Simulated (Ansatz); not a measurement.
## Ligand exchange: GeH3Br + CHCl2I → GeH3I + CHBrCl2

Gas-phase species: GeH3Br `[GeH3][Br]`, singlet; CHCl2I (dichloroiodomethane) `ClC(Cl)I`, singlet; GeH3I `[GeH3][I]`, singlet; CHBrCl2 (bromodichloromethane) `ClC(Cl)Br`, singlet. The partners trade Br for I: Ge–Br and C–I bonds give way to Ge–I and C–Br.

Shapes, held fixed at every level: PBE0-D4/def2-TZVP. Programs: Ansatz 0.2.0. The zero-point and thermal change to 298 K, harmonic and unscaled (PBE0-D4/def2-TZVP), is +0.2 kJ/mol.

| level | kind | ΔH(298 K) (kJ/mol) | less CCSD(T)/def2-TZVPP |
| --- | --- | --- | --- |
| B3LYP-D4/def2-TZVPP | global hybrid | +5.6 | -0.4 |
| PBE0-D4/def2-TZVPP | global hybrid | +2.4 | -3.6 |
| r2SCAN0-D4/def2-TZVPP | global hybrid | +2.3 | -3.7 |
| MP2/def2-SVP | perturbation theory | +0.6 | -5.4 |
| CCSD/def2-SVP | coupled cluster or CI | -0.1 | -6.1 |
| CCSD/def2-TZVPP | coupled cluster or CI | +5.3 | -0.7 |
| CCSD(T)/def2-TZVPP | coupled cluster or CI | +6.0 | 0.0 |

The highest level, CCSD(T)/def2-TZVPP, gives ΔH(298 K) = +6.0 kJ/mol; the levels span -0.1 to +6.0. They disagree on the sign: 6 of 7 are positive. The column of differences is taken from that level and isn't an error. No measured value is set beside it here. For atoms past krypton def2 sets carry core potentials with scalar relativity. Relativity is left out for Br, Ge. Outer-core shells of Br, Ge, I are correlated, in sets that cover them unevenly.

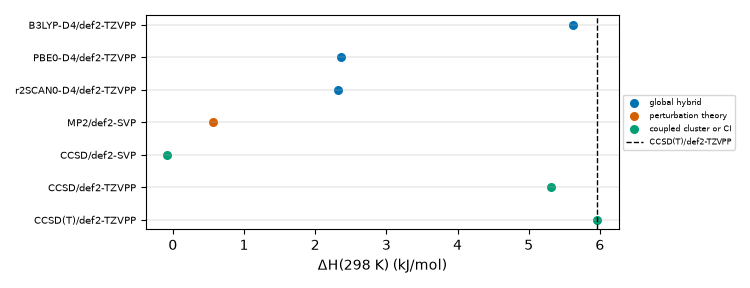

The values of the table, level by level.
